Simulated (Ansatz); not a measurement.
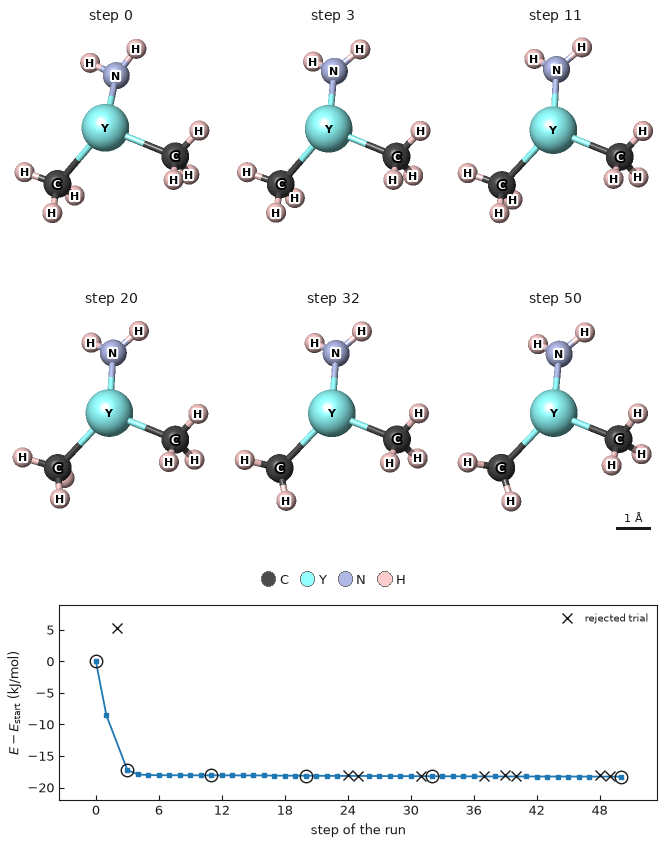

Frames of a relaxation of C$_{2}$H$_{8}$NY, marked on the history of the run. A ball-and-stick model, seen at a tilt.

The start comes from GFN2-xTB.

These are results of RKS PBE0-D4/def2-TZVP in Ansatz, not measurements. Settings: force threshold 0.005 eV/Å; at most 150 steps.

Describe the path.

Answer. The largest moves after the best rigid fit, 0.74 Å, are those of H atoms. Largest moves by element: H 0.74 Å, Y 0.31 Å, N 0.14 Å, C 0.05 Å. Some distances before and after: N–Y 2.179 → 2.132 Å, C–Y 2.391 → 2.363 Å, H–N 1.023 → 1.014 Å, C–H 1.093 → 1.100 Å. Bond angles that change, for instance: C–Y–N 109.7° → 118.1°, Y–C–H 104.7° → 112.1°, Y–N–H 120.8° → 126.8°. Over 41 accepted moves (50 points after the start) the energy falls by 18.3 kJ/mol. Largest force component: 0.91 eV/Å at the start, 0.0016 eV/Å at the end. The line search rejected the trial steps at points 2, 24, 25, 31, 37, 39, 40, 48 and more of the run. The forces were under the threshold at step 17, but the run went on from there. From step 0 to 3: the N atom moves most (0.24 Å), energy −17.2 kJ/mol. From step 3 to 11: the Y atom moves most (0.18 Å), energy −0.84 kJ/mol. From step 11 to 20: an H atom moves most (0.20 Å), energy −0.06 kJ/mol. From step 20 to 32: an H atom moves most (0.25 Å), energy −0.08 kJ/mol. From step 32 to 50: H atoms move most (0.19 Å), energy −0.06 kJ/mol.
